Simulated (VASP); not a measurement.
# Nickel: cell size against the level of theory, part 3 of 4

Aim: relax Nickel at several levels and hold each cell against experiment. The start is a cell from a database of measured crystal structures.

VASP 6.6.1, plane waves and PAW; the level of theory is named at each step.

Still holding for the runs below: The magnetic order is the only one that the search above brought to convergence with its moments; longer or canted patterns were not tried. The k-mesh is coarse for a metal.

So far, final volume (Å³): step 6 (relaxation, level LDA) 10.0.

### Step 7. Relaxation with PBEsol

This step: PBEsol, spin-polarised from a ferromagnetic start (one magnetic atom a cell); plane waves and PAW (Ni) (VASP 6.6.1).

PBEsol restores the gradient expansion of exchange and is tuned for the cells of solids.

The input, INCAR:

```
SYSTEM = Ni
PREC = Accurate
ENCUT = 520
EDIFF = 1E-06
NELM = 100
ISMEAR = -1
SIGMA = 0.05
LREAL = .FALSE.
ALGO = Normal
GGA = PS
NBANDS = 12
ISPIN = 2
MAGMOM = 0.58
LASPH = .TRUE.
LMAXMIX = 4
LORBIT = 11
LWAVE = .FALSE.
LCHARG = .FALSE.
KPAR = 4
IBRION = 2
NSW = 60
ISIF = 3
EDIFFG = -0.01
```

The input, POSCAR:

```
Ni
1.0
    0.0000000000      1.7619350000      1.7619350000
    1.7619350000      0.0000000000      1.7619350000
    1.7619350000      1.7619350000      0.0000000000
Ni
1
Direct
    0.0000000000      0.0000000000      0.0000000000
```

The input, KPOINTS:

```
Automatic mesh
0
Gamma
11 11 11
0 0 0
```

The projector-augmented-wave data sets are Ni (PBE family, release 64).

Command:

```console
> mpirun -np 4 vasp_std
```

What it wrote:

```text
[banner, memory and clock lines left out]
running    4 mpi-ranks, on    1 nodes
 distrk:  each k-point on    1 cores,    4 groups
 distr:  one band on    1 cores,    1 groups

 POSCAR found type information on POSCAR Ni
 POSCAR found :  1 types and       1 ions
 [... a notice as in an earlier step ...]

 LDA part: xc-table for (Slater+PW92), standard interpolation
 POSCAR, INCAR and KPOINTS ok, starting setup
 FFT: planning ... GRIDC
 FFT: planning ... GRID_SOFT
 FFT: planning ... GRID
 WAVECAR not read
 entering main loop
       N       E                     dE             d eps       ncg     rms          rms(c)
DAV:   1     0.302962470914E+02    0.30296E+02   -0.45114E+03  2764   0.106E+03
DAV:   2    -0.612603932106E+01   -0.36422E+02   -0.34055E+02  2844   0.171E+02
DAV:   3    -0.732862278186E+01   -0.12026E+01   -0.11898E+01  3116   0.345E+01
DAV:   4    -0.733770090148E+01   -0.90781E-02   -0.90756E-02  3044   0.274E+00
DAV:   5    -0.733787645613E+01   -0.17555E-03   -0.17555E-03  3280   0.369E-01    0.105E+01
DAV:   6    -0.655182086178E+01    0.78606E+00   -0.17670E+01  3392   0.550E+01    0.637E+00
DAV:   7    -0.614485666248E+01    0.40696E+00   -0.31193E+00  3320   0.214E+01    0.180E+00
DAV:   8    -0.612754102021E+01    0.17316E-01   -0.24432E-02  3640   0.137E+00    0.893E-01
DAV:   9    -0.612482546162E+01    0.27156E-02   -0.16844E-03  4064   0.295E-01    0.264E-01
DAV:  10    -0.612403871508E+01    0.78675E-03   -0.87986E-04  3876   0.178E-01    0.443E-02
DAV:  11    -0.612404107996E+01   -0.23649E-05   -0.11795E-05  3296   0.398E-02    0.320E-02
DAV:  12    -0.612404250218E+01   -0.14222E-05   -0.26495E-06  1964   0.125E-02    0.670E-03
DAV:  13    -0.612404276133E+01   -0.25916E-06   -0.35956E-07  1556   0.567E-03
   1 F= -.61240428E+01 E0= -.61167700E+01  d E =-.612404E+01  mag=     0.5769
 curvature:   0.00 expect dE= 0.000E+00 dE for cont linesearch  0.000E+00
 trial: gam= 0.00000 g(F)=  0.613E-62 g(S)=  0.791E-01 ort = 0.000E+00 (trialstep = 0.100E+01)
 search vector abs. value=  0.791E-01
 bond charge predicted
       N       E                     dE             d eps       ncg     rms          rms(c)
DAV:   1    -0.815852906864E+01   -0.20345E+01   -0.27030E+01  3356   0.706E+01    0.124E+01
DAV:   2    -0.660896872458E+01    0.15496E+01   -0.21812E+01  3388   0.639E+01    0.522E+00
DAV:   3    -0.617132105801E+01    0.43765E+00   -0.30433E+00  3372   0.223E+01    0.197E+00
DAV:   4    -0.613165759585E+01    0.39663E-01   -0.35376E-02  3428   0.132E+00    0.993E-01
DAV:   5    -0.612107315878E+01    0.10584E-01   -0.13552E-02  3648   0.720E-01    0.475E-01
DAV:   6    -0.612114584539E+01   -0.72687E-04   -0.85598E-04  3172   0.310E-01    0.135E-01
DAV:   7    -0.612112814355E+01    0.17702E-04   -0.40968E-05  3796   0.697E-02    0.345E-02
DAV:   8    -0.612112455011E+01    0.35934E-05   -0.10905E-06  2888   0.944E-03    0.577E-03
DAV:   9    -0.612112436197E+01    0.18815E-06   -0.90666E-08  1496   0.242E-03
   2 F= -.61211244E+01 E0= -.61150943E+01  d E =0.291840E-02  mag=     0.5691
 trial-energy change:    0.002918  1 .order    0.007572   -0.079051    0.094194
 step:   0.4966(harm=  0.4563)  dis= 0.00000  next Energy=    -6.144240 (dE=-0.202E-01)
 bond charge predicted
       N       E                     dE             d eps       ncg     rms          rms(c)
DAV:   1    -0.668524024019E+01   -0.56412E+00   -0.73561E+00  3376   0.402E+01    0.618E+00
DAV:   2    -0.631689528302E+01    0.36834E+00   -0.72188E+00  3400   0.315E+01    0.310E+00
DAV:   3    -0.615679033200E+01    0.16010E+00   -0.10031E+00  3324   0.134E+01    0.110E+00
DAV:   4    -0.614627714625E+01    0.10513E-01   -0.68558E-03  2980   0.667E-01    0.560E-01
DAV:   5    -0.614454214211E+01    0.17350E-02   -0.41102E-03  3644   0.391E-01    0.124E-01
DAV:   6    -0.614452198026E+01    0.20162E-04   -0.43575E-05  3060   0.757E-02    0.665E-02
DAV:   7    -0.614453425142E+01   -0.12271E-04   -0.59856E-06  3248   0.284E-02    0.169E-02
DAV:   8    -0.614453502915E+01   -0.77773E-06   -0.88225E-07  1892   0.102E-02
   3 F= -.61445350E+01 E0= -.61378956E+01  d E =-.204923E-01  mag=     0.5721
 curvature:  -0.23 expect dE=-0.101E-05 dE for cont linesearch -0.101E-05
 trial: gam=-0.00744 g(F)=  0.184E-61 g(S)=  0.445E-05 ort = 0.593E-03 (trialstep = 0.899E+00)
 search vector abs. value=  0.350E-09
 reached required accuracy - stopping structural energy minimisation
```

Elapsed: 31 s, on 4 MPI ranks of AMD EPYC 7R43, shared host; peak memory 0.43 GiB.

OUTCAR, selected parts (step 7):

```text
   NELECT =      10.0000    total number of electrons

 E-fermi :   9.8747

 spin component 1
 k-point     1 :       0.0000    0.0000    0.0000
  band No.  band energies     occupation
    ...
      2       7.3628      1.00000
      3       7.3628      1.00000
      4       7.3628      1.00000
      5       8.6091      1.00000
      6       8.6091      1.00000
      7      33.9920      0.00000
      8      38.2114      0.00000
      9      38.2114      0.00000
     10      38.2114      0.00000
     11      41.3031      0.00000
    ...

 k-point     2 :       0.0909    0.0000    0.0000
  band No.  band energies     occupation
    ...
      2       7.2745      1.00000
      3       7.4370      1.00000
      4       7.4370      1.00000
      5       8.5788      1.00000
      6       8.5788      1.00000
      7      32.7268      0.00000
      8      35.5970      0.00000
      9      37.5751      0.00000
     10      37.5751      0.00000
     11      42.2677      0.00000
    ...

  Total       -0.0055427     -0.0055427     -0.0055427      0.0000000      0.0000000     -0.0000000
  in kB       -0.8564595     -0.8564595     -0.8564595      0.0000000      0.0000000     -0.0000000
  external PRESSURE =      -0.8564595 kB  Pullay stress =       0.0000000 kB

 POSITION                                       TOTAL-FORCE (eV/Angst)
 -----------------------------------------------------------------------------------
      0.00000     -0.00000      0.00000         0.000000     -0.000000      0.000000
 -----------------------------------------------------------------------------------
    total drift:                               -0.000000     -0.000000     -0.000000

  FREE ENERGIE OF THE ION-ELECTRON SYSTEM (eV)
  ---------------------------------------------------
  free  energy   TOTEN  =        -6.1445350291 eV

  energy  without entropy=       -6.1312560719  energy(sigma->0) =       -6.13789555

 magnetization (x)
# of ion       s       p       d       tot
------------------------------------------
    1       -0.007  -0.026   0.612   0.579

[... 8 parts as in an earlier step ...]

[... 15 further parts left out ...]
```

CONTCAR:

```
Ni
   1.00000000000000
     0.0000000000000000    1.7307397131057338    1.7307397131057338
     1.7307397131057338   -0.0000000000000000    1.7307397131057338
     1.7307397131057338    1.7307397131057338   -0.0000000000000000
  Ni
     1
Direct
     0.0000000000000000    0.0000000000000000    0.0000000000000000
```

The PAW data sets were made with PBE, which is usual practice but a small mismatch for other functionals.

Relaxation path:

```tsv
step	energy less that of the first step (eV)	largest force (eV/Å)	pressure (GPa)	volume (Å³)
1	0.0000	0.0000	-10.82	10.94
2	0.0029	0.0000	14.38	9.81
3	-0.0205	0.0000	-0.09	10.37
```

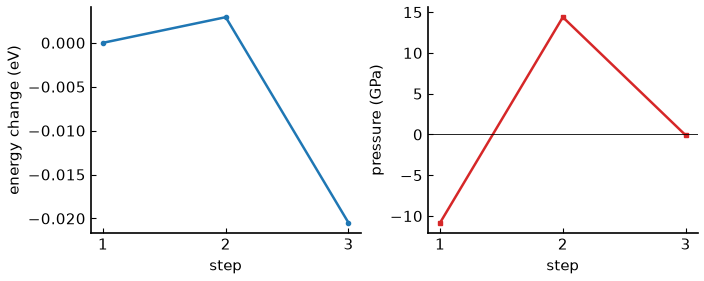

Energy and pressure along the relaxation.

```tsv
conventional cell, symmetrised	before	after	change
a (Å)	3.524	3.461	-1.8 %
b (Å)	3.524	3.461	-1.8 %
c (Å)	3.524	3.461	-1.8 %
volume (Å³/atom)	10.94	10.37	-5.2 %
```

Final coordinates:

```xyz
1
Lattice="0.0000 1.7307 1.7307 1.7307 0.0000 1.7307 1.7307 1.7307 0.0000" Properties=species:S:1:pos:R:3 pbc="T T T"
Ni    0.0000    0.0000    0.0000
```

Numbers from this step:

| Property | Result |
| --- | --- |
| free energy (TOTEN) | -6.145 eV |
| energy at zero smearing | -6.138 eV |
| Fermi energy | 9.875 eV |
| pressure | -0.08565 GPa |
| moment of the cell, from the last line of the log | 0.5721 μB |
| SCF cycles over all ionic steps | 30 |

It ends at 10.37 Å³/atom, -5.2 % from the start, with -0.09 GPa left. The conventional cell has a = 3.461 Å. The largest moment is 0.58 μB.

### Step 8. Relaxation with PBE

This step: PBE, spin-polarised from a ferromagnetic start (one magnetic atom a cell); plane waves and PAW (Ni) (VASP 6.6.1).

PBE, the usual starting point, adds the gradient of the density.

INCAR: that of step 7 with these lines changed.

```diff
@@ -9,3 +9,3 @@
 ALGO = Normal
-GGA = PS
+GGA = PE
 NBANDS = 12
```

POSCAR is that of step 7.

KPOINTS is that of step 7.

Command:

```console
> mpirun -np 4 vasp_std
```

What it wrote:

```text
[banner, memory and clock lines left out]
running    4 mpi-ranks, on    1 nodes
[...]
LDA part: xc-table for (Slater+PW92), standard interpolation
 POSCAR, INCAR and KPOINTS ok, starting setup
[...]
entering main loop
       N       E                     dE             d eps       ncg     rms          rms(c)
DAV:   1     0.310866144105E+02    0.31087E+02   -0.45169E+03  2764   0.106E+03
DAV:   2    -0.528315813080E+01   -0.36370E+02   -0.34024E+02  2840   0.171E+02
DAV:   3    -0.649141638526E+01   -0.12083E+01   -0.11954E+01  3116   0.346E+01
DAV:   4    -0.650061580504E+01   -0.91994E-02   -0.91969E-02  3044   0.276E+00
[...]
DAV:  10    -0.547796308556E+01    0.52083E-03   -0.74809E-04  3688   0.172E-01    0.508E-02
DAV:  11    -0.547796939596E+01   -0.63104E-05   -0.12249E-05  3088   0.409E-02    0.327E-02
DAV:  12    -0.547797027813E+01   -0.88217E-06   -0.16661E-06  2040   0.120E-02
   1 F= -.54779703E+01 E0= -.54708120E+01  d E =-.547797E+01  mag=     0.5767
[...]
DAV:   7    -0.547803024695E+01    0.13081E-05   -0.11780E-06  1688   0.137E-02    0.148E-03
DAV:   8    -0.547803017694E+01    0.70005E-07   -0.18974E-08  1432   0.136E-03
   2 F= -.54780302E+01 E0= -.54710157E+01  d E =-.598988E-04  mag=     0.5755
 trial-energy change:   -0.000060  1 .order   -0.000035   -0.001028    0.000958
 step:   0.5364(harm=  0.5176)  dis= 0.00000  next Energy=    -5.478250 (dE=-0.280E-03)
[...]
N       E                     dE             d eps       ncg     rms          rms(c)
DAV:   1    -0.548412358444E+01   -0.60933E-02   -0.79015E-02  3380   0.397E+00    0.645E-01
DAV:   2    -0.548026506084E+01    0.38585E-02   -0.81306E-02  3372   0.344E+00    0.350E-01
DAV:   3    -0.547837989701E+01    0.18852E-02   -0.12431E-02  3324   0.143E+00    0.102E-01
DAV:   4    -0.547826336432E+01    0.11653E-03   -0.85334E-05  3064   0.619E-02    0.574E-02
DAV:   5    -0.547824857547E+01    0.14789E-04   -0.34538E-05  3680   0.351E-02    0.107E-02
DAV:   6    -0.547824972752E+01   -0.11520E-05   -0.18523E-07  1524   0.418E-03    0.555E-03
DAV:   7    -0.547825054109E+01   -0.81357E-06   -0.18630E-07  1396   0.636E-03
   3 F= -.54782505E+01 E0= -.54711690E+01  d E =-.280263E-03  mag=     0.5761
[...]
reached required accuracy - stopping structural energy minimisation
```

Run time: 28 s. Hardware: 4 MPI ranks; peak memory 0.43 GiB.

From OUTCAR (step 8):

```text
  Total        0.0021254      0.0021254      0.0021254      0.0000000      0.0000000     -0.0000000
  in kB        0.3133226      0.3133226      0.3133226      0.0000000      0.0000000     -0.0000000
  external PRESSURE =       0.3133226 kB  Pullay stress =       0.0000000 kB

 POSITION                                       TOTAL-FORCE (eV/Angst)
 -----------------------------------------------------------------------------------
      0.00000      0.00000      0.00000         0.000000     -0.000000      0.000000
 -----------------------------------------------------------------------------------
    total drift:                               -0.000000     -0.000000     -0.000000

  FREE ENERGIE OF THE ION-ELECTRON SYSTEM (eV)
  ---------------------------------------------------
  free  energy   TOTEN  =        -5.4782505411 eV

  energy  without entropy=       -5.4640875282  energy(sigma->0) =       -5.47116903

 magnetization (x)
# of ion       s       p       d       tot
------------------------------------------
    1       -0.008  -0.026   0.623   0.589

[... 2 parts as in an earlier step ...]

[... 2 further parts left out ...]
[key lines of the parts left out:]
E-fermi :   9.3816
```

Relaxation path:

```tsv
step	energy less that of the first step (eV)	largest force (eV/Å)	pressure (GPa)	volume (Å³)
1	0.0000	0.0000	-1.23	10.94
2	-0.0001	0.0000	1.16	10.81
3	-0.0003	0.0000	0.03	10.87
```

```tsv
conventional cell, symmetrised	before	after	change
a (Å)	3.524	3.516	-0.2 %
b (Å)	3.524	3.516	-0.2 %
c (Å)	3.524	3.516	-0.2 %
volume (Å³/atom)	10.94	10.87	-0.7 %
```

Final coordinates:

```xyz
1
Lattice="0.0000 1.7581 1.7581 1.7581 0.0000 1.7581 1.7581 1.7581 0.0000" Properties=species:S:1:pos:R:3 pbc="T T T"
Ni    0.0000    0.0000    0.0000
```

It ends at 10.87 Å³/atom, -0.7 % from the start, with 0.03 GPa left. The conventional cell has a = 3.516 Å. The largest moment is 0.59 μB.

### Step 9. Relaxation with r2SCAN

This step: r2SCAN, spin-polarised from a ferromagnetic start (one magnetic atom a cell); plane waves and PAW (Ni) (VASP 6.6.1).

r2SCAN adds the kinetic-energy density, costs more than a GGA and is run with LASPH.

INCAR: that of step 8 with these lines changed.

```diff
@@ -9,3 +9,4 @@
 ALGO = Normal
-GGA = PE
+METAGGA = R2SCAN
+LASPH = .TRUE.
 NBANDS = 12
@@ -13,3 +14,2 @@
 MAGMOM = 0.58
-LASPH = .TRUE.
 LMAXMIX = 4
```

POSCAR is that of step 8.

KPOINTS is that of step 8.

Command:

```console
> mpirun -np 4 vasp_std
```

What it wrote:

```text
[banner, memory and clock lines left out]
running    4 mpi-ranks, on    1 nodes
[...]
[... a notice as in an earlier step ...]

 LDA part: xc-table for (None), standard interpolation
 POSCAR, INCAR and KPOINTS ok, starting setup
[...]
entering main loop
       N       E                     dE             d eps       ncg     rms          rms(c)
DAV:   1     0.247078491140E+02    0.24708E+02   -0.46279E+03  2740   0.109E+03
DAV:   2    -0.129455921195E+02   -0.37653E+02   -0.35268E+02  2860   0.176E+02
DAV:   3    -0.142893924607E+02   -0.13438E+01   -0.13303E+01  3100   0.375E+01
DAV:   4    -0.143005571142E+02   -0.11165E-01   -0.11162E-01  3112   0.312E+00
[...]
DAV:  14    -0.119299311089E+02   -0.26516E-05   -0.68608E-07  2540   0.909E-03    0.739E-03
DAV:  15    -0.119299359147E+02   -0.48058E-05   -0.10066E-06  1568   0.119E-02    0.416E-03
DAV:  16    -0.119299361489E+02   -0.23418E-06   -0.45041E-07  1472   0.875E-03
   1 F= -.11929936E+02 E0= -.11923323E+02  d E =-.119299E+02  mag=     0.7525
[... from here on, the cycles between the ionic steps are left out ...]
   2 F= -.11932763E+02 E0= -.11926616E+02  d E =-.282657E-02  mag=     0.6171
   3 F= -.11939939E+02 E0= -.11933162E+02  d E =-.100025E-01  mag=     0.6417
   4 F= -.11939943E+02 E0= -.11933189E+02  d E =-.100072E-01  mag=     0.6403
[...]
reached required accuracy - stopping structural energy minimisation
```

It took 2.9 min on 4 MPI ranks; peak memory 0.44 GiB.

Parts of OUTCAR (step 9):

```text
  Total       -0.0032316     -0.0032316     -0.0032316     -0.0000000     -0.0000000      0.0000000
  in kB       -0.4930632     -0.4930632     -0.4930632     -0.0000000     -0.0000000      0.0000000
  external PRESSURE =      -0.4930632 kB  Pullay stress =       0.0000000 kB

 POSITION                                       TOTAL-FORCE (eV/Angst)
 -----------------------------------------------------------------------------------
      1.73807      1.73807      0.00000         0.000000      0.000000      0.000000
 -----------------------------------------------------------------------------------
    total drift:                               -0.000000     -0.000000     -0.000000

  FREE ENERGIE OF THE ION-ELECTRON SYSTEM (eV)
  ---------------------------------------------------
  free  energy   TOTEN  =       -11.9399433614 eV

  energy  without entropy=      -11.9264346750  energy(sigma->0) =      -11.93318902

 magnetization (x)
# of ion       s       p       d       tot
------------------------------------------
    1       -0.013  -0.045   0.716   0.659

[... 2 parts as in an earlier step ...]

[... 2 further parts left out ...]
[key lines of the parts left out:]
E-fermi :   9.8159
```

SCAN-type functionals tend to overstate the moments of itinerant magnets.

Relaxation path:

```tsv
step	energy less that of the first step (eV)	largest force (eV/Å)	pressure (GPa)	volume (Å³)
1	0.0000	0.0000	-7.25	10.94
2	-0.0028	0.0000	7.31	10.17
3	-0.0100	0.0000	-0.23	10.51
4	-0.0100	0.0000	-0.05	10.50
```

```tsv
conventional cell, symmetrised	before	after	change
a (Å)	3.524	3.476	-1.4 %
b (Å)	3.524	3.476	-1.4 %
c (Å)	3.524	3.476	-1.4 %
volume (Å³/atom)	10.94	10.50	-4.0 %
```

Final coordinates:

```xyz
1
Lattice="0.0000 1.7381 1.7381 1.7381 0.0000 1.7381 1.7381 1.7381 0.0000" Properties=species:S:1:pos:R:3 pbc="T T T"
Ni    0.0000    0.0000    0.0000
```

It ends at 10.50 Å³/atom, -4.0 % from the start, with -0.05 GPa left. The conventional cell has a = 3.476 Å. The largest moment is 0.66 μB.

[end of part 3 of 4]

[Lines on the potential files, build, host, timing and source positions are cut from VASP's logs without a mark.]

[Logs are printed without paths, hosts, clocks, repeated set-up lines and the standing remarks that a program may print on its own settings, such as how far it seeks lower states.]

[Hosts, paths, dates, database ids (printed as entryN), source tags and the programs' standing remarks are cut or masked in the printed files.]

[A measured line is paired with the nearest computed mode of its activity, which favours agreement.]
